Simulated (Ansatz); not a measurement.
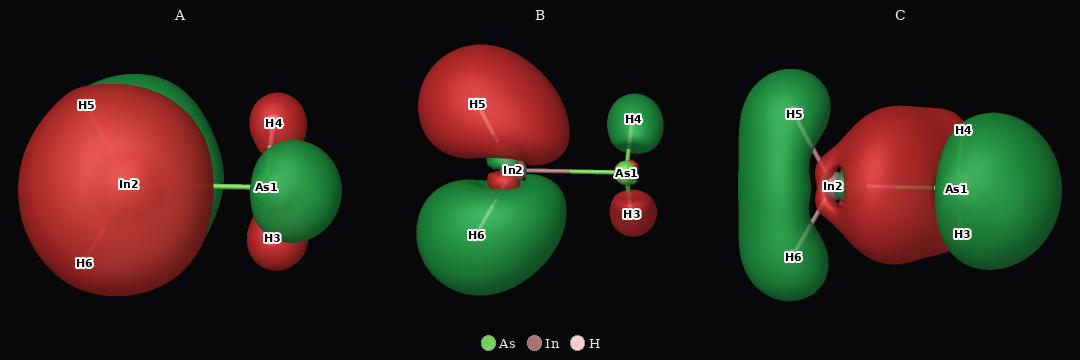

*AsH₄In (SMILES [AsH2][InH2]). Three frontier orbitals at ±0.06 Å⁻³ᐟ² (green and red are the two phases), in no order.*

Core potentials replace the inner electrons of In.

Method: RKS PBE-D4/def2-SVP (Ansatz 0.2.0).

```yaml
atoms:
  - { symbol: As, position_ang: [0.5344, -1.4987, 0.3571] }
  - { symbol: In, position_ang: [0.1732, 1.0738, -0.0556] }
  - { symbol: H, position_ang: [-0.8352, -1.5866, 1.0605] }
  - { symbol: H, position_ang: [-0.0826, -1.8244, -1.0172] }
  - { symbol: H, position_ang: [0.5674, 1.7554, -1.6191] }
  - { symbol: H, position_ang: [-0.3573, 2.0805, 1.2744] }
```

> Order the three orbitals by energy and name them.

B is the HOMO−1 (−6.97 eV). It lies mainly on In2 (about 40 %), H5 (about 30 %) and H6 (about 30 %). C is the HOMO (−5.95 eV). By Hirshfeld shares it lies mainly on As1 (about 60 %), In2 (about 25 %), H6 (about 5 %) and H5 (about 5 %). A is the LUMO (−2.52 eV). By Hirshfeld shares it lies mainly on In2 (about 80 %) and As1 (about 10 %).

> What is the HOMO–LUMO gap?

3.43 eV between the orbital energies.
